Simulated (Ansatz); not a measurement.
Consider Zr2TiO6.

Input file:

```
crystal:
  lattice:
    - [7.4711129946, -1.5952370197, 0.0]
    - [7.4711129946, 1.5952370197, 0.0]
    - [-0.1816321202, 0.0, 4.8930270698]
  atoms:
    - { symbol: Zr, position: [0.3465343304, 0.3465343304, 0.9837972115] }
    - { symbol: Zr, position: [0.6534656696, 0.6534656696, 0.0162027885] }
    - { symbol: Ti, position: [0.0, 0.0, 0.5] }
    - { symbol: O, position: [0.4412740077, 0.4412740077, 0.6791897791] }
    - { symbol: O, position: [0.7777843682, 0.7777843682, 0.8053055239] }
    - { symbol: O, position: [0.0928064822, 0.0928064822, 0.790227526] }
    - { symbol: O, position: [0.9071935178, 0.9071935178, 0.209772474] }
    - { symbol: O, position: [0.2222156318, 0.2222156318, 0.1946944761] }
    - { symbol: O, position: [0.5587259923, 0.5587259923, 0.3208102209] }
basis:
  ecutwfc: 420
kpoints:
  mp_grid: { grid: [10, 10, 6] }
hamiltonian:
  xc: pbe
scf:
  occupations: { method: gaussian, width: 0.02 }
output:
  forces: true
  stress: true
  eigenvalues: true
  write_density: true
  write_potential: true
  elf: true
  volumetric_format: npy
relax:
  adjacent_minimum: "off"
  f_tol: 0.01
  max_steps: 80
  cell: { stress_tol: 0.05 }
```

Command:

```sh
ansatz run input.yaml --threads 4 --pin off --max-ram 8192MiB --backend cpu --events-out ev --progress --plain --runs-dir out
```

Below, planes, directions and counts refer to the conventional cell (a = 14.94 Å, b = 3.19 Å, c = 4.90 Å, α = 90.00°, β = 92.13°, γ = 90.00°).

Space group C2/m; a structure generated by program, which may or may not match a known phase; computed without spin polarisation.

Level of theory: DFT PBE, scalar-relativistic, plane waves, PAW (Ansatz 0.2.0).

### What will maps of the valence pseudo-density and electron localisation function show?

Ti–O (1.95 Å): ρ is about 0.73 e/Å³ halfway; the ELF peaks at about 0.85 in the valence shell of O, 0.6 Å from its nucleus, and is about 0.20 at the midpoint: no localised pair shows between them.
Zr–O (2.09 Å): ρ at the midpoint is about 0.68 e/Å³; the ELF peaks at about 0.85 in the valence shell of O, 0.6 Å from its nucleus, and drops to about 0.20 between the two atoms: no localised pair shows between them.

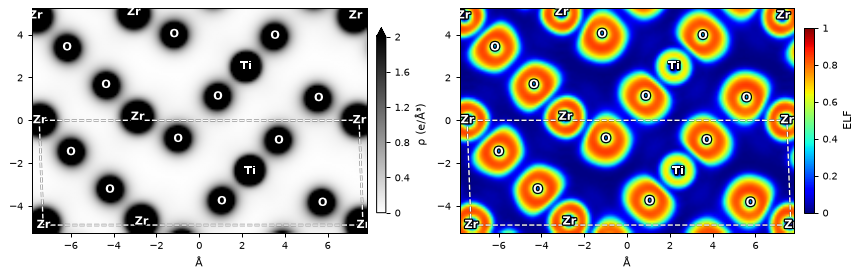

Computed valence pseudo-density and electron localisation function on the (010) plane of the conventional cell, in this order. 

In a PAW calculation such maps are meaningful between the atoms, not at the nuclei.
